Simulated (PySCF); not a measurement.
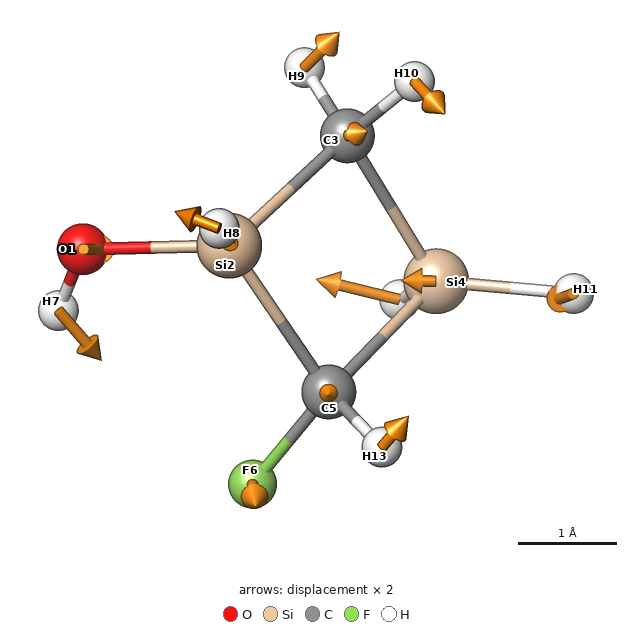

This is a relaxation of C2H7FOSi2. The starting structure is drawn; orange arrows show the displacements, 2 times their true length. The two geometries are superimposed by the best rigid fit.

The picture is a ball-and-stick view, seen at a tilt.

The start comes from GFN2-xTB. Its atoms were then displaced at random by about 0.01 Å.

Method: PBE0-D3(BJ)/def2-SVP geometry optimisation, gas phase in PySCF. 

**Describe the change and its energy.**

An H atom moves most after the best rigid fit: 0.45 Å. Largest moves by element: H 0.45 Å, O 0.43 Å, F 0.27 Å, Si 0.18 Å, C 0.16 Å. Some distances before and after: H–Si 1.433 → 1.495 Å, C–Si 1.954 → 1.904 Å, O–Si 1.617 → 1.666 Å, C–H 1.056 → 1.100 Å. Bond angles that change, for instance: Si–O–H 121.4° → 112.1°, Si–C–Si 93.2° → 86.6°, Si–C–Si 94.2° → 88.1°. Groups turn about O–Si by about 25°. After 18 geometry steps the energy has fallen by 0.386 eV. Cost: 3.5 min on 1 thread of Arm Neoverse N1, on a shared host.
